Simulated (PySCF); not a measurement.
C3H3N, SMILES `C=CC#N`.

PySCF calculation, BLYP/def2-SVP, gas phase; geometry: GFN2-xTB. No frequency check shows the geometry to be a minimum.

Cartesian coordinates (Å):

```
C1       1.5865   -0.3562    0.0000
C2       0.5770    0.5065    0.0000
C3      -0.7727    0.0948    0.0000
N4      -1.8723   -0.2291    0.0000
H5       1.4194   -1.4209    0.0000
H6       2.6108   -0.0240    0.0000
H7       0.7306    1.5782    0.0000
```

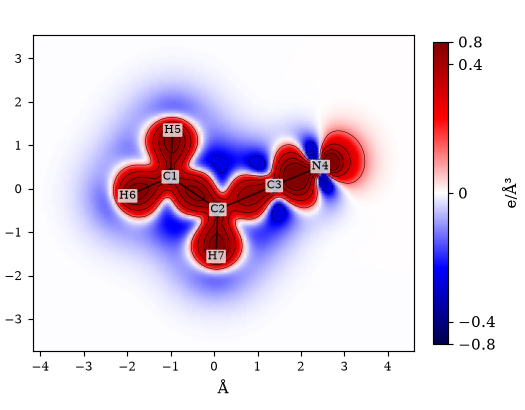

Deformation density (molecule less spherical, spin-averaged free atoms) in the molecular plane; colour scale in e/Å³, logarithmic beyond ±0.1; red: gain, blue: loss.

Describe the bonding that the map shows.

C3–N4: +0.85 e/Å³ at the bond critical point (bond length 1.15 Å, Mayer order 3.0). C1–H5: +0.71 e/Å³ at the bond critical point (bond length 1.08 Å, Mayer order 1.0). C1–H6: +0.70 e/Å³ at the bond critical point (bond length 1.08 Å, Mayer order 0.9). C2–H7: +0.69 e/Å³ at the bond critical point (bond length 1.08 Å, Mayer order 1.0). C1–C2: +0.68 e/Å³ at the bond critical point (bond length 1.33 Å, Mayer order 2.0). C2–C3: +0.51 e/Å³ at the bond critical point (bond length 1.41 Å, Mayer order 1.1). In all, 1.6 electrons gather in the regions of gain relative to the promolecule.

Where do the Hirshfeld charges lie?

The highest Hirshfeld charge is on C3 (+0.07 e), the lowest on N4 (−0.20 e).

```
atom  charge (e)
  C1       −0.04
  C2       −0.01
  C3       +0.07
  N4       −0.20
  H5       +0.06
  H6       +0.06
  H7       +0.06
```
